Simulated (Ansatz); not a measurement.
Input file:

```
crystal:
  periodic: [false, false, false]
  atoms:
    - {symbol: C, position_ang: [-0.310495, -1.047293, 0.828237]}
    - {symbol: C, position_ang: [0.357852, 0.288015, 0.507359]}
    - {symbol: Al, position_ang: [0.109083, 0.948617, -1.298913]}
    - {symbol: Cl, position_ang: [-1.001005, -0.114726, -2.717976]}
    - {symbol: Cl, position_ang: [0.943056, 2.763495, -1.919317]}
    - {symbol: H, position_ang: [-0.120726, -1.351555, 1.861231]}
    - {symbol: H, position_ang: [0.052134, -1.847577, 0.179204]}
    - {symbol: H, position_ang: [-1.393582, -0.999814, 0.694571]}
    - {symbol: H, position_ang: [0.006912, 1.074414, 1.187101]}
    - {symbol: H, position_ang: [1.439872, 0.235323, 0.681403]}
basis:
  gaussian: {orbitals: def2-TZVPP}
hamiltonian: {xc: pbe0, dispersion: d4}
output: {orbitals: {seedname: orbitals}}
```

Command:

```sh
ansatz run in.yaml --threads 4 --pin off --events-out ev --progress --plain --max-ram 10444MiB
```

Geometry: PBE0-D4/def2-TZVP.

Computed with RKS PBE0-D4/def2-TZVPP in Ansatz.

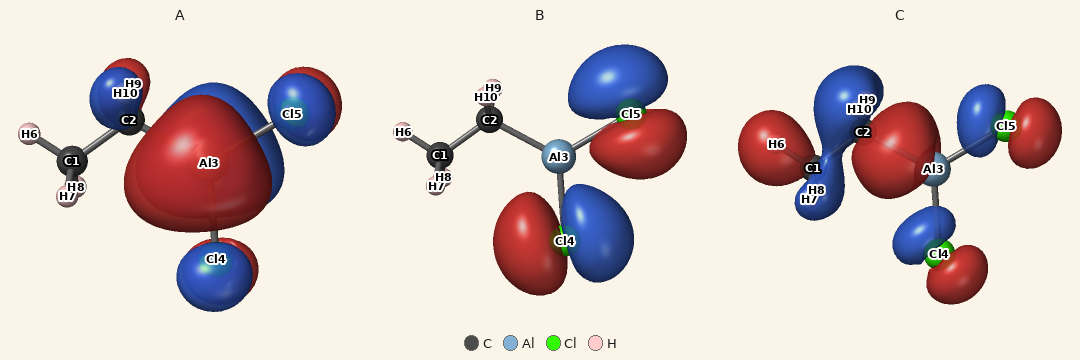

C2H5AlCl2 (SMILES C[CH2][Al]([Cl])[Cl]). Three frontier orbitals at ±0.08 Å⁻³ᐟ² (blue and red are the two phases), in no order.

### Which picture is the HOMO−1, the HOMO and the LUMO?

B is the HOMO−1 (−9.09 eV). It lies mainly on Cl4 (about 50 %) and Cl5 (about 45 %); largely a combination of lone pairs on Cl4 and Cl5. C is the HOMO (−8.31 eV). Its weight (Hirshfeld) is mainly on C2 (about 35 %), Al3 (about 15 %), Cl5 (about 10 %), C1 (about 10 %), Cl4 (about 10 %) and H6 (about 5 %). A is the LUMO (−0.87 eV). It lies mainly on Al3 (about 65 %), Cl4 (about 10 %), Cl5 (about 10 %) and C2 (about 5 %).

### What is the HOMO–LUMO gap?

7.44 eV between the orbital energies.
